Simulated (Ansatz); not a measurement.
# Al2ClH5O3: two geometries relaxed

Are the two ends of the reaction (ligand exchange) separate minima, and which lies lower? Each is relaxed from a guess. Meant to form: Al1–O7, H11–Cl2; to break: Al1–Cl2, H11–O7. The start is a guess near the saddle point, from which both ends are pulled out.

Program: Ansatz 0.2.0. Level of theory: RKS PBE0-D4/def2-SVP. These are calculated values, not measurements.

## (1) The starting structure

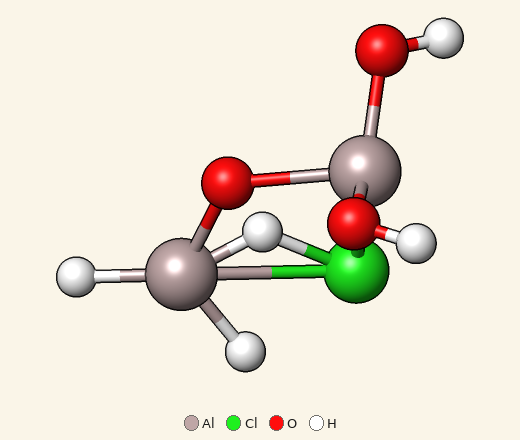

Start, viewed from a free direction; aluminium light grey, chlorine green, oxygen red, hydrogen white.

Coordinates:

```xyz
11

Al    0.0000    0.0000    0.0000
Cl    0.0000    0.0000    2.5800
O     1.5415    0.0000   -0.8900
H     1.8414   -0.9519   -1.0449
O    -1.5415    0.0000   -0.8900
H    -2.0512   -0.8467   -0.6815
O     0.0932    1.9717    0.6559
Al    0.7263    2.4933    2.2356
H     1.2212    1.4323    3.2665
H     0.7864    4.0116    2.5891
H     0.0666    1.4096    1.8287
```

## (2) Pulling towards end A

Springs on the bonds that form and break draw the guess towards this end; the thresholds are loose.

input.yaml

```yaml
crystal:
  periodic: [false, false, false]
  atoms:
    - { symbol: Al, position_ang: [0.0, 0.0, 0.0] }
    - { symbol: Cl, position_ang: [0.0, 0.0, 2.58] }
    - { symbol: O, position_ang: [1.5415, 0.0, -0.89] }
    - { symbol: H, position_ang: [1.8414, -0.9519, -1.0449] }
    - { symbol: O, position_ang: [-1.5415, 0.0, -0.89] }
    - { symbol: H, position_ang: [-2.0512, -0.8467, -0.6815] }
    - { symbol: O, position_ang: [0.0932, 1.9717, 0.6559] }
    - { symbol: Al, position_ang: [0.7263, 2.4933, 2.2356] }
    - { symbol: H, position_ang: [1.2212, 1.4323, 3.2665] }
    - { symbol: H, position_ang: [0.7864, 4.0116, 2.5891] }
    - { symbol: H, position_ang: [0.0666, 1.4096, 1.8287] }
basis:
  gaussian: { orbitals: def2-SVP }
hamiltonian:
  xc: pbe0
  dispersion: d4
relax:
  f_tol: 0.15
  max_steps: 25
  restrain:
    - { distance: [0, 6], at: 2.98, k: 30.0 }
    - { distance: [10, 1], at: 2.57, k: 30.0 }
    - { distance: [0, 1], at: 2.23, k: 30.0 }
    - { distance: [10, 6], at: 1.01, k: 30.0 }
```

The run is started by

```sh
ansatz run input.yaml --threads 4 --pin off --max-ram 5120MiB --backend cpu --events-out ev --progress --plain --runs-dir out
```

Standard output, cut to the lines that bear on the results:

```text
Warning: RAYON_NUM_THREADS=4 ignored (pool sized by the plan → 4); use --threads N
[...]
Functional definition: PBE0
[...]
1195 factors; integrals over basis functions are off by at most 5.7e-4 eV
[...]
mean field -31909.53835695 eV, -1172.6539055560 hartree, gradient 1.3e-5 eV, S^2 0.000000; 0 other end points of the search recorded, 0 dependent functions left out
[...]
reference -31909.53839367 eV, -1172.6539069055 hartree; 36, 36 occupied and 85, 85 virtual orbitals, 1195 factors
relax step   1: F+E_penalty+E_count = -31909.77274954 eV  Δ(F+E_penalty+E_count) = +0.000e0 eV  max|allowed force component| = 7.611e0 eV/Å  E_restraint = 29.40671151 eV  max|allowed force component, restraints' pulls added| = 2.897e1 eV/Å  Δτ_max = 0.0000 Å  (28 SCF iters, accepted)
[...]
relax step   4: F+E_penalty+E_count = -31912.66289412 eV  Δ(F+E_penalty+E_count) = -7.456e-1 eV  max|allowed force component| = 2.731e0 eV/Å  E_restraint = 0.59458146 eV  max|allowed force component, restraints' pulls added| = 3.997e0 eV/Å  Δτ_max = 0.1948 Å  (29 SCF iters, accepted)
[...]
relax step   7: F+E_penalty+E_count = -31914.75169029 eV  Δ(F+E_penalty+E_count) = -3.196e-1 eV  max|allowed force component| = 1.402e0 eV/Å  E_restraint = 0.03159498 eV  max|allowed force component, restraints' pulls added| = 1.402e0 eV/Å  Δτ_max = 0.1946 Å  (27 SCF iters, accepted)
[...]
relax step  10: F+E_penalty+E_count = -31915.07910104 eV  Δ(F+E_penalty+E_count) = -4.424e-2 eV  max|allowed force component| = 1.113e0 eV/Å  E_restraint = 0.03612658 eV  max|allowed force component, restraints' pulls added| = 1.108e0 eV/Å  Δτ_max = 0.1949 Å  (28 SCF iters, accepted)
[...]
relax step  13: F+E_penalty+E_count = -31915.25692471 eV  Δ(F+E_penalty+E_count) = -5.429e-2 eV  max|allowed force component| = 1.173e0 eV/Å  E_restraint = 0.02410310 eV  max|allowed force component, restraints' pulls added| = 4.107e-1 eV/Å  Δτ_max = 0.1916 Å  (29 SCF iters, accepted)
[...]
relax step  14: F+E_penalty+E_count = -31915.31684275 eV  Δ(F+E_penalty+E_count) = -5.992e-2 eV  max|allowed force component| = 1.059e0 eV/Å  E_restraint = 0.03565990 eV  max|allowed force component, restraints' pulls added| = 4.531e-1 eV/Å  Δτ_max = 0.1928 Å  (30 SCF iters, accepted)
[...]
relax step  15: F+E_penalty+E_count = -31915.36324359 eV  Δ(F+E_penalty+E_count) = -4.640e-2 eV  max|allowed force component| = 1.127e0 eV/Å  E_restraint = 0.03604915 eV  max|allowed force component, restraints' pulls added| = 4.288e-1 eV/Å  Δτ_max = 0.1968 Å  (28 SCF iters, accepted)
```

## (3) The log goes on: pulled along the bonds that form and break, towards end A

The log, continued:

```text
  distance Al 0 - O 6 = 2.9594 Å
  distance H 10 - Cl 1 = 2.5748 Å
  distance Al 0 - Cl 1 = 2.1960 Å
  distance H 10 - O 6 = 0.9817 Å
relax step  16: F+E_penalty+E_count = -31915.43952539 eV  Δ(F+E_penalty+E_count) = -7.628e-2 eV  max|allowed force component| = 1.199e0 eV/Å  E_restraint = 0.04442055 eV  max|allowed force component, restraints' pulls added| = 4.100e-1 eV/Å  Δτ_max = 0.1997 Å  (27 SCF iters, accepted)
  distance Al 0 - O 6 = 2.9556 Å
  distance H 10 - Cl 1 = 2.5676 Å
  distance Al 0 - Cl 1 = 2.1933 Å
  distance H 10 - O 6 = 0.9781 Å
relax step  17: F+E_penalty+E_count = -31915.52787240 eV  Δ(F+E_penalty+E_count) = -8.835e-2 eV  max|allowed force component| = 1.438e0 eV/Å  E_restraint = 0.04586496 eV  max|allowed force component, restraints' pulls added| = 3.334e-1 eV/Å  Δτ_max = 0.1949 Å  (27 SCF iters, accepted)
  distance Al 0 - O 6 = 2.9520 Å
  distance H 10 - Cl 1 = 2.5711 Å
  distance Al 0 - Cl 1 = 2.1927 Å
  distance H 10 - O 6 = 0.9803 Å
relax step  18: F+E_penalty+E_count = -31915.64608026 eV  Δ(F+E_penalty+E_count) = -1.182e-1 eV  max|allowed force component| = 1.485e0 eV/Å  E_restraint = 0.04498072 eV  max|allowed force component, restraints' pulls added| = 3.408e-1 eV/Å  Δτ_max = 0.1953 Å  (30 SCF iters, accepted)
  distance Al 0 - O 6 = 2.9521 Å
  distance H 10 - Cl 1 = 2.5747 Å
  distance Al 0 - Cl 1 = 2.1923 Å
  distance H 10 - O 6 = 0.9820 Å
relax step  19: F+E_penalty+E_count = -31915.81048804 eV  Δ(F+E_penalty+E_count) = -1.644e-1 eV  max|allowed force component| = 1.606e0 eV/Å  E_restraint = 0.04781419 eV  max|allowed force component, restraints' pulls added| = 4.275e-1 eV/Å  Δτ_max = 0.1950 Å  (30 SCF iters, accepted)
  distance Al 0 - O 6 = 2.9487 Å
  distance H 10 - Cl 1 = 2.5768 Å
  distance Al 0 - Cl 1 = 2.1917 Å
  distance H 10 - O 6 = 0.9836 Å
relax step  20: F+E_penalty+E_count = -31916.01981511 eV  Δ(F+E_penalty+E_count) = -2.093e-1 eV  max|allowed force component| = 1.790e0 eV/Å  E_restraint = 0.05374515 eV  max|allowed force component, restraints' pulls added| = 4.021e-1 eV/Å  Δτ_max = 0.1950 Å  (30 SCF iters, accepted)
  distance Al 0 - O 6 = 2.9447 Å
  distance H 10 - Cl 1 = 2.5788 Å
  distance Al 0 - Cl 1 = 2.1903 Å
  distance H 10 - O 6 = 0.9838 Å
relax step  21: F+E_penalty+E_count = -31916.16049986 eV  Δ(F+E_penalty+E_count) = -1.407e-1 eV  max|allowed force component| = 1.989e0 eV/Å  E_restraint = 0.06267213 eV  max|allowed force component, restraints' pulls added| = 4.639e-1 eV/Å  Δτ_max = 0.1951 Å  (29 SCF iters, accepted)
  distance Al 0 - O 6 = 2.9401 Å
  distance H 10 - Cl 1 = 2.5809 Å
  distance Al 0 - Cl 1 = 2.1880 Å
  distance H 10 - O 6 = 0.9835 Å
[...]
these checks for a lower state are left out or cut short: starts, cluster_reference, orbital_swaps, neighbouring_geometries, increment
1192 factors; integrals over basis functions are off by at most 8.9e-4 eV
mean field evaluation 160: about -31915.9573 eV, gradient 1.9e-1 eV
mean field -31915.95395821 eV, -1172.8896745537 hartree, gradient 1.9e-5 eV, S^2 0.000000; 0 other end points of the search recorded, 0 dependent functions left out
the calculation of the forces begins
reference -31915.95399447 eV, -1172.8896758860 hartree; 36, 36 occupied and 85, 85 virtual orbitals, 1192 factors
relax step  22: F+E_penalty+E_count = -31916.19046005 eV  Δ(F+E_penalty+E_count) = -2.996e-2 eV  max|allowed force component| = 2.215e0 eV/Å  E_restraint = 0.06036054 eV  max|allowed force component, restraints' pulls added| = 5.707e-1 eV/Å  Δτ_max = 0.1928 Å  (28 SCF iters, accepted)
  distance Al 0 - O 6 = 2.9435 Å
  distance H 10 - Cl 1 = 2.5889 Å
  distance Al 0 - Cl 1 = 2.1857 Å
  distance H 10 - O 6 = 0.9909 Å
these checks for a lower state are left out or cut short: starts, cluster_reference, orbital_swaps, neighbouring_geometries, increment
1192 factors; integrals over basis functions are off by at most 8.6e-4 eV
mean field -31915.97270384 eV, -1172.8903634427 hartree, gradient 8.8e-6 eV, S^2 0.000000; 0 other end points of the search recorded, 0 dependent functions left out
the calculation of the forces begins
reference -31915.97274008 eV, -1172.8903647746 hartree; 36, 36 occupied and 85, 85 virtual orbitals, 1192 factors
relax step  23: F+E_penalty+E_count = -31916.20750506 eV  Δ(F+E_penalty+E_count) = -1.705e-2 eV  max|allowed force component| = 1.630e0 eV/Å  E_restraint = 0.05658267 eV  max|allowed force component, restraints' pulls added| = 4.241e-1 eV/Å  Δτ_max = 0.0953 Å  (30 SCF iters, accepted)
  distance Al 0 - O 6 = 2.9469 Å
  distance H 10 - Cl 1 = 2.5848 Å
  distance Al 0 - Cl 1 = 2.1847 Å
  distance H 10 - O 6 = 0.9900 Å
these checks for a lower state are left out or cut short: starts, cluster_reference, orbital_swaps, neighbouring_geometries, increment
1192 factors; integrals over basis functions are off by at most 8.7e-4 eV
mean field -31915.98847513 eV, -1172.8909430270 hartree, gradient 8.8e-6 eV, S^2 0.000000; 0 other end points of the search recorded, 0 dependent functions left out
the calculation of the forces begins
reference -31915.98851134 eV, -1172.8909443578 hartree; 36, 36 occupied and 85, 85 virtual orbitals, 1192 factors
relax step  24: F+E_penalty+E_count = -31916.22408881 eV  Δ(F+E_penalty+E_count) = -1.658e-2 eV  max|allowed force component| = 1.700e0 eV/Å  E_restraint = 0.05922028 eV  max|allowed force component, restraints' pulls added| = 1.594e-1 eV/Å  Δτ_max = 0.0891 Å  (29 SCF iters, accepted)
  distance Al 0 - O 6 = 2.9476 Å
  distance H 10 - Cl 1 = 2.5807 Å
  distance Al 0 - Cl 1 = 2.1837 Å
  distance H 10 - O 6 = 0.9847 Å
these checks for a lower state are left out or cut short: starts, cluster_reference, orbital_swaps, neighbouring_geometries, increment
1192 factors; integrals over basis functions are off by at most 8.6e-4 eV
mean field -31915.99655590 eV, -1172.8912399899 hartree, gradient 8.3e-6 eV, S^2 0.000000; 0 other end points of the search recorded, 0 dependent functions left out
the calculation of the forces begins
reference -31915.99659218 eV, -1172.8912413231 hartree; 36, 36 occupied and 85, 85 virtual orbitals, 1192 factors
relax step  25: F+E_penalty+E_count = -31916.23211135 eV  Δ(F+E_penalty+E_count) = -8.023e-3 eV  max|allowed force component| = 1.823e0 eV/Å  E_restraint = 0.06181870 eV  max|allowed force component, restraints' pulls added| = 1.485e-1 eV/Å  Δτ_max = 0.0473 Å  (31 SCF iters, accepted)
  distance Al 0 - O 6 = 2.9470 Å
  distance H 10 - Cl 1 = 2.5789 Å
  distance Al 0 - Cl 1 = 2.1833 Å
  distance H 10 - O 6 = 0.9822 Å
1192 factors; integrals over basis functions are off by at most 8.6e-4 eV
mean field evaluation 192: about -31915.8826 eV, gradient 8.3e0 eV
mean field -31915.99655590 eV, -1172.8912399899 hartree, gradient 8.3e-6 eV, S^2 0.000000; 1 other end points of the search recorded, 0 dependent functions left out
the calculation of the forces begins
reference -31915.99659218 eV, -1172.8912413231 hartree; 36, 36 occupied and 85, 85 virtual orbitals, 1192 factors
Total energy: -31916.23214763 eV, -1172.8998978262 hartree
Atom 0 at    -0.311338    -0.181853     0.210791 Å, force    -0.462866     0.147546     1.822639 eV/Å
Atom 1 at    -1.003701    -1.157637     2.037091 Å, force     0.425024     0.375216    -1.244910 eV/Å
Atom 2 at     1.198452     0.691349     0.364462 Å, force     0.089739     0.018409    -0.030478 eV/Å
Atom 3 at     1.809966     0.826731    -0.372449 Å, force    -0.104813    -0.005676     0.067750 eV/Å
Atom 4 at    -0.934641    -0.354050    -1.337318 Å, force    -0.148511    -0.110984    -0.007649 eV/Å
Atom 5 at    -1.747908    -0.814468    -1.562928 Å, force     0.096217     0.063425    -0.033934 eV/Å
Atom 6 at    -0.514986     2.040283     2.135679 Å, force    -0.222120    -1.377950    -0.146064 eV/Å
Atom 7 at     1.202687     2.153218     1.758542 Å, force     0.074879     0.009744     0.005464 eV/Å
Atom 8 at     2.219126     1.617022     2.864178 Å, force     0.002396    -0.023690     0.002603 eV/Å
Atom 9 at     1.562215     3.383450     0.814845 Å, force     0.017817     0.037398    -0.028139 eV/Å
Atom 10 at    -0.795973     1.315854     2.736506 Å, force     0.232238     0.866563    -0.407283 eV/Å
Dipole moment:    -0.172994    -0.776677    -0.770335 e Å
```

Run time: 56 s. Hardware: 4 threads of Arm Neoverse V1, shared host; peak memory 0.32 GiB.

Relaxation path:

```tsv
step	energy from step 1 (eV)	largest force component (eV/Å)
1	0.0000	7.6105
2	-1.3241	5.8009
3	-2.1445	3.7275
4	-2.8901	2.7308
5	-3.9280	2.2140
6	-4.6594	1.5915
7	-4.9789	1.4019
8	-5.1437	1.1197
9	-5.2621	0.9965
10	-5.3064	1.1126
11	-5.3847	1.0026
12	-5.4299	1.1592
13	-5.4842	1.1726
14	-5.5441	1.0591
15	-5.5905	1.1268
16	-5.6668	1.1992
17	-5.7551	1.4381
18	-5.8733	1.4852
19	-6.0377	1.6055
20	-6.2471	1.7895
21	-6.3878	1.9888
22	-6.4177	2.2148
23	-6.4348	1.6295
24	-6.4513	1.7002
25	-6.4594	1.8226
```

Step 1 is the start. Energies and forces in the table leave out the springs, which the log lists apart; the run stops on the force with the springs' pull added.

After: Bond lengths: Al1–Cl2 2.183 Å, Al1–O3 1.751 Å, O3–H4 0.967 Å, Al1–O5 1.678 Å, O5–H6 0.961 Å, O3–Al8 2.020 Å, O7–Al8 1.762 Å, Al8–H9 1.595 Å, Al8–H10 1.592 Å, O7–H11 0.982 Å. Angles: Cl2–Al1–O3 115.0°, Cl2–Al1–O5 127.5°, O3–Al1–O5 116.9°, Al1–O3–H4 123.2°, Al1–O3–Al8 115.0°, H4–O3–Al8 115.0°, Al1–O5–H6 125.4°, O3–Al8–O7 95.7°, O3–Al8–H9 103.7°, O3–Al8–H10 98.7°, O7–Al8–H9 116.8°, O7–Al8–H10 113.4°, H9–Al8–H10 121.8°, Al8–O7–H11 117.2°.

Pairs that crossed the distance rule for bonds on the way: came closer O3–Al8, O7–H11; moved apart Al1–O7, Cl2–Al8, Al8–H11.

## (4) Relaxing end A

It starts where the restrained run ended.

input.yaml

```yaml
crystal:
  periodic: [false, false, false]
  atoms:
    - { symbol: Al, position_ang: [-0.311338, -0.181853, 0.210791] }
    - { symbol: Cl, position_ang: [-1.003701, -1.157637, 2.037091] }
    - { symbol: O, position_ang: [1.198452, 0.691349, 0.364462] }
    - { symbol: H, position_ang: [1.809966, 0.826731, -0.372449] }
    - { symbol: O, position_ang: [-0.934641, -0.35405, -1.337318] }
    - { symbol: H, position_ang: [-1.747908, -0.814468, -1.562928] }
    - { symbol: O, position_ang: [-0.514986, 2.040283, 2.135679] }
    - { symbol: Al, position_ang: [1.202687, 2.153218, 1.758542] }
    - { symbol: H, position_ang: [2.219126, 1.617022, 2.864178] }
    - { symbol: H, position_ang: [1.562215, 3.38345, 0.814845] }
    - { symbol: H, position_ang: [-0.795973, 1.315854, 2.736506] }
basis:
  gaussian: { orbitals: def2-SVP }
hamiltonian:
  xc: pbe0
  dispersion: d4
relax:
  f_tol: 0.03
  max_steps: 50
```

The run is started by

```sh
ansatz run input.yaml --threads 4 --pin off --max-ram 5120MiB --backend cpu --events-out ev --progress --plain --runs-dir out
```

Standard output, cut to the lines that bear on the results:

```text
Warning: RAYON_NUM_THREADS=4 ignored (pool sized by the plan → 4); use --threads N
[...]
[... 1 set-up line as earlier in the session ...]
[...]
1195 factors; integrals over basis functions are off by at most 3.6e-4 eV
[...]
mean field -31915.99655815 eV, -1172.8912400727 hartree, gradient 7.5e-6 eV, S^2 0.000000; 0 other end points of the search recorded, 0 dependent functions left out
[...]
reference -31915.99659434 eV, -1172.8912414027 hartree; 36, 36 occupied and 85, 85 virtual orbitals, 1195 factors
relax step   1: F+E_penalty+E_count = -31916.23211358 eV  Δ(F+E_penalty+E_count) = +0.000e0 eV  max|allowed force component| = 1.823e0 eV/Å  Δτ_max = 0.0000 Å  (26 SCF iters, accepted)
[...]
relax step   4: F+E_penalty+E_count = -31917.57199088 eV  Δ(F+E_penalty+E_count) = -5.421e-1 eV  max|allowed force component| = 2.318e0 eV/Å  Δτ_max = 0.1954 Å  (27 SCF iters, accepted)
[...]
Atom 1 at    -0.691076    -1.710097     1.752923 Å, force    -0.001804     0.006880    -0.003332 eV/Å
Atom 2 at     1.385056     0.578192     0.464846 Å, force     0.000983    -0.002255     0.001731 eV/Å
Atom 3 at     1.919392     0.475809    -0.327969 Å, force    -0.001237     0.002102     0.000307 eV/Å
Atom 4 at    -1.084428     0.147833    -0.944518 Å, force    -0.014207    -0.012026    -0.005946 eV/Å
Atom 5 at    -1.772457    -0.434746    -1.267859 Å, force     0.012430     0.012645     0.001048 eV/Å
Atom 6 at    -0.476035     1.499737     1.681003 Å, force     0.002426     0.015558     0.027636 eV/Å
Atom 7 at     1.304363     2.093115     1.573293 Å, force     0.006779    -0.002880    -0.008618 eV/Å
Atom 8 at     2.007752     1.890837     2.981113 Å, force    -0.004188    -0.000133    -0.003192 eV/Å
Atom 9 at     1.490279     3.396846     0.688788 Å, force    -0.003224     0.001512    -0.000141 eV/Å
Atom 10 at    -1.038915     1.557968     2.458593 Å, force    -0.001998    -0.009114    -0.015587 eV/Å
Dipole moment:    -0.101173     0.068217    -0.132035 e Å
```

Run time: 27 s. Hardware: 4 threads of Arm Neoverse V1, shared host; peak memory 0.31 GiB.

The steps of the relaxation:

```tsv
step	energy from step 1 (eV)	largest force component (eV/Å)
1	0.0000	1.8227
2	-0.3601	1.5365
3	-0.7978	2.2005
4	-1.3399	2.3184
5	-1.5288	2.5839
6	-1.7227	0.4363
7	-1.7776	0.3676
8	-1.7945	0.2639
9	-1.7996	0.0658
10	-1.8007	0.1355
11	-1.8017	0.0399
12	-1.8019	0.0276
```

Step 1 is the start.

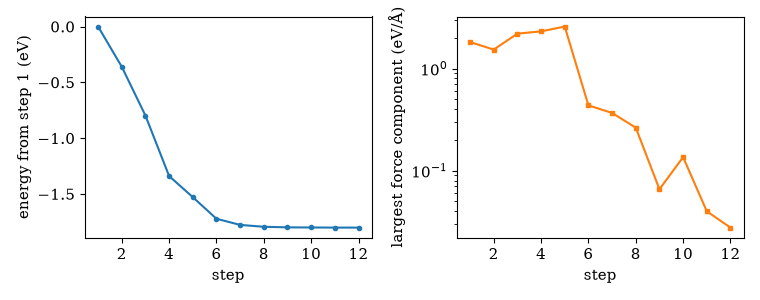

Energy and largest force along the relaxation.

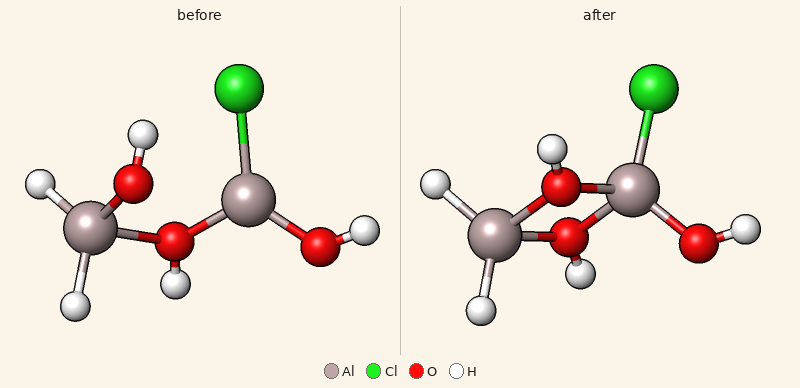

Before and after, at one scale.

After: Bond lengths: Al1–Cl2 2.115 Å, Al1–O3 1.835 Å, O3–H4 0.962 Å, Al1–O5 1.701 Å, O5–H6 0.958 Å, Al1–O7 1.839 Å, O3–Al8 1.879 Å, O7–Al8 1.880 Å, Al8–H9 1.587 Å, Al8–H10 1.586 Å, O7–H11 0.962 Å. Angles (14 of 19 angles, heavy atoms first): Cl2–Al1–O3 115.7°, Cl2–Al1–O5 119.3°, Cl2–Al1–O7 108.7°, O3–Al1–O5 108.8°, O3–Al1–O7 81.8°, O5–Al1–O7 116.8°, Al1–O3–Al8 99.4°, Al1–O7–Al8 99.2°, O3–Al8–O7 79.6°, Al1–O3–H4 123.5°, H4–O3–Al8 126.6°, Al1–O5–H6 124.5°, Al1–O7–H11 124.4°, Al8–O7–H11 125.6°.

Pairs that crossed the distance rule for bonds on the way: came closer Al1–O7, Al1–Al8.

## (5) A restrained relaxation towards end B

Springs on the bonds that form and break draw the guess towards this end; the thresholds are loose.

input.yaml

```yaml
crystal:
  periodic: [false, false, false]
  atoms:
    - { symbol: Al, position_ang: [0.0, 0.0, 0.0] }
    - { symbol: Cl, position_ang: [0.0, 0.0, 2.58] }
    - { symbol: O, position_ang: [1.5415, 0.0, -0.89] }
    - { symbol: H, position_ang: [1.8414, -0.9519, -1.0449] }
    - { symbol: O, position_ang: [-1.5415, 0.0, -0.89] }
    - { symbol: H, position_ang: [-2.0512, -0.8467, -0.6815] }
    - { symbol: O, position_ang: [0.0932, 1.9717, 0.6559] }
    - { symbol: Al, position_ang: [0.7263, 2.4933, 2.2356] }
    - { symbol: H, position_ang: [1.2212, 1.4323, 3.2665] }
    - { symbol: H, position_ang: [0.7864, 4.0116, 2.5891] }
    - { symbol: H, position_ang: [0.0666, 1.4096, 1.8287] }
basis:
  gaussian: { orbitals: def2-SVP }
hamiltonian:
  xc: pbe0
  dispersion: d4
relax:
  f_tol: 0.15
  max_steps: 25
  restrain:
    - { distance: [0, 6], at: 1.78, k: 30.0 }
    - { distance: [10, 1], at: 1.37, k: 30.0 }
    - { distance: [0, 1], at: 3.43, k: 30.0 }
    - { distance: [10, 6], at: 2.21, k: 30.0 }
output:
  orbitals: {}
```

The run is started by

```sh
ansatz run input.yaml --threads 4 --pin off --max-ram 5120MiB --backend cpu --events-out ev --progress --plain --runs-dir out
```

Standard output, cut to the lines that bear on the results:

```text
Warning: RAYON_NUM_THREADS=4 ignored (pool sized by the plan → 4); use --threads N
[...]
[... 1 set-up line as earlier in the session ...]
[...]
1195 factors; integrals over basis functions are off by at most 5.7e-4 eV
[...]
mean field -31909.53835695 eV, -1172.6539055560 hartree, gradient 1.3e-5 eV, S^2 0.000000; 0 other end points of the search recorded, 0 dependent functions left out
[...]
reference -31909.53839367 eV, -1172.6539069055 hartree; 36, 36 occupied and 85, 85 virtual orbitals, 1195 factors
relax step   1: F+E_penalty+E_count = -31909.77274954 eV  Δ(F+E_penalty+E_count) = +0.000e0 eV  max|allowed force component| = 7.611e0 eV/Å  E_restraint = 25.37150929 eV  max|allowed force component, restraints' pulls added| = 2.419e1 eV/Å  Δτ_max = 0.0000 Å  (28 SCF iters, accepted)
[...]
relax step  10: F+E_penalty+E_count = -31914.95657709 eV  Δ(F+E_penalty+E_count) = -4.845e-2 eV  max|allowed force component| = 1.073e0 eV/Å  E_restraint = 0.03251866 eV  max|allowed force component, restraints' pulls added| = 2.842e-1 eV/Å  Δτ_max = 0.2000 Å  (28 SCF iters, accepted)
[...]
relax step  11: F+E_penalty+E_count = -31914.92047607 eV  Δ(F+E_penalty+E_count) = +3.610e-2 eV  max|allowed force component| = 2.003e0 eV/Å  E_restraint = 0.01659523 eV  max|allowed force component, restraints' pulls added| = 2.199e0 eV/Å  Δτ_max = 0.1950 Å  (29 SCF iters, rejected (line search))
  distance Al 0 - O 6 = 1.7480 Å
  distance H 10 - Cl 1 = 1.3768 Å
  distance Al 0 - Cl 1 = 3.4298 Å
  distance H 10 - O 6 = 2.2160 Å
[...]
1192 factors; integrals over basis functions are off by at most 1.0e-3 eV
[...]
mean field -31914.76401883 eV, -1172.8459450881 hartree, gradient 1.4e-5 eV, S^2 0.000000; 0 other end points of the search recorded, 0 dependent functions left out
[...]
```

[end of part 1 of 2]
